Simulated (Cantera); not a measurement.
Input: 1 mol c-C4F8, 2 mol F2, at 0.133 bar.

These are equilibrium values from Cantera (NASA tables, ideal gas, pure condensed phases), not measurements of a reactor. Candidate condensed phases: C; 23 gas species. Ions and electrons are included (thermal ionisation). The feed counts by its element totals alone. The tables' values for C2F4 are old estimates; treat these amounts as uncertain. Gases not in the tables: C2F6 and larger saturated fluorocarbons. Kinetics and transport are ignored.

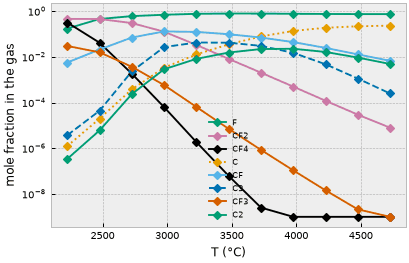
*Equilibrium gas composition (values under 1e-9 drawn at 1e-9)*

Read off the mole fractions at 2727 °C.

F about 0.62, CF2 about 0.30, CF about 0.071, CF3 about 0.0037, C3 about 0.0023, CF4 about 0.0019, C about 0.00038, C2 about 0.00024.
